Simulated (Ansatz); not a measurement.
# BrF2H3W···HF: what the fields show

```tsv
atom	x (Å)	y (Å)	z (Å)
W	0.0977	0.2222	-0.3829
F	0.2808	0.2103	2.6468
H	1.4188	-0.5547	0.2990
H	-0.6090	1.4462	0.5130
F	-1.7555	-0.1832	-0.4994
H	-0.0484	-1.3565	0.1505
F	0.3423	0.3396	-2.1880
Br	1.9324	1.8944	0.2378
H	0.9580	0.8434	2.5832
```

Core potentials replace the inner electrons of W; not at a stationary point (largest force 0.7 eV/Å).

Computed with RKS r2SCAN/def2-SVP (Ansatz 0.2.0).

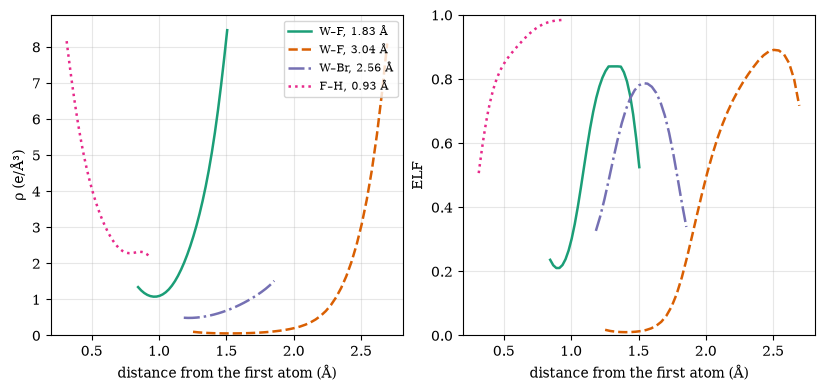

Figure 1. Electron density and ELF along straight lines between neighbouring atoms. The curves leave out the atomic cores.

Compare the contacts.

Answer. W–F (1.83 Å): ρ at the midpoint is about 1.1 e/Å³; the ELF peaks at about 0.85 in the valence shell of F, 0.5 Å from its nucleus, and drops to about 0.20 between the two atoms.
W1···F2 (3.04 Å): the density falls to about 0.06 e/Å³ on the way; the ELF dips to about 0 between them.
W–Br (2.56 Å): ρ at the midpoint is about 0.5 e/Å³; the ELF peaks at about 0.80 in the valence shell of Br, 1.0 Å from its nucleus, and is about 0.50 at the midpoint.
F–H (0.93 Å): ρ at the midpoint is about 4.6 e/Å³; the ELF climbs to about 1 towards the hydrogen, as it does in any bond to H (a covalent bond by its length).

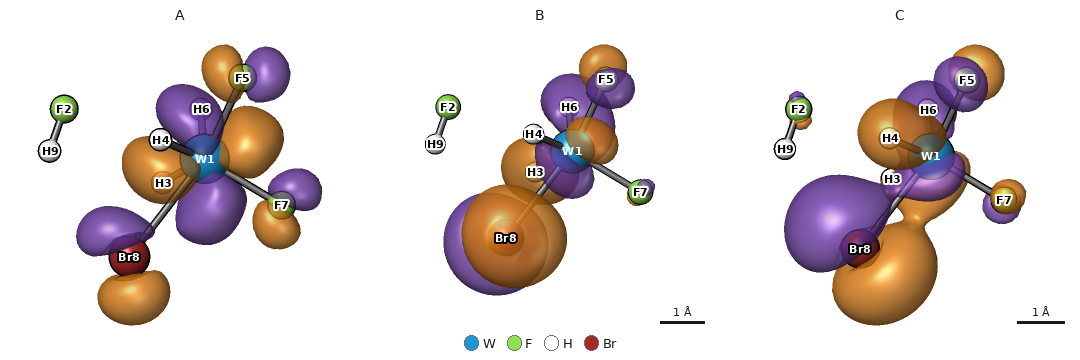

Figure 2. Three frontier orbitals at ±0.1 Å⁻³ᐟ² (orange and purple are the two phases), in no order.

Which picture is the HOMO−1, the HOMO and the LUMO?

Answer. C is the HOMO−1 (−7.79 eV). It lies mainly on Br8 (about 55 %), W1 (about 20 %), F5 (about 10 %) and H4 (about 5 %). B is the HOMO (−6.98 eV). By Hirshfeld shares it lies mainly on Br8 (about 60 %), W1 (about 20 %) and H3 (about 10 %). A is the LUMO (−4.39 eV). Its weight (Hirshfeld) is mainly on W1 (about 70 %), Br8 (about 10 %), F5 (about 10 %) and F7 (about 10 %).

What is the HOMO–LUMO gap?

Answer. 2.59 eV between the orbital energies.
